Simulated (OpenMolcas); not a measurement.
**Exact exchange and the vertical energy of the triplet above the singlet of CH5FOSn**

CH5FOSn: 9 atoms, total charge 0, spin state singlet. As SMILES, `FC[O][SnH3]`. Geometry: relaxed at PBE0-D4/def2-TZVP. This is one conformer, not always the lowest.

The vertical energy of the triplet above the singlet y, in eV, basis def2-SVP with a core potential; a is the functional's share of exact exchange. Programs: OpenMolcas 26.06.

| functional | program | a | y (eV) |
| --- | --- | --- | --- |
| PBE | OpenMolcas | 0 | 5.56 |
| TPSS | OpenMolcas | 0 | 5.75 |
| B3LYP | OpenMolcas | 0.2 | 5.97 |
| PBE0 | OpenMolcas | 0.25 | ? |
| BHLYP | OpenMolcas | 0.5 | 6.26 |

**Question.** Fit y = c + s·a to the known rows and predict PBE0.

**Answer.** 
1. Means of the 4 rows: a = 0.1750, y = 5.885.
2. Σ(Δa)² = 0.1675, Σ(Δa·Δy) = 0.2045, so the slope is 0.2045/0.1675 = 1.2209.
3. Intercept: 5.885 − (1.2209) × 0.1750 = 5.671. The largest residual of the fit is 0.11.
4. PBE0: 5.671 + (1.2209) × 0.25 = 5.98 eV.

The run gave 5.98 eV, so the prediction is off by 0.00 eV: they agree to the digits shown. The rows mix families of semi-local functionals, which the line can't see. Spin-orbit coupling is left out.

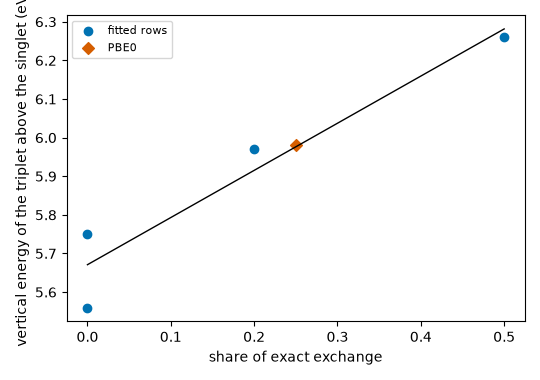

The fitted line, with the withheld row.
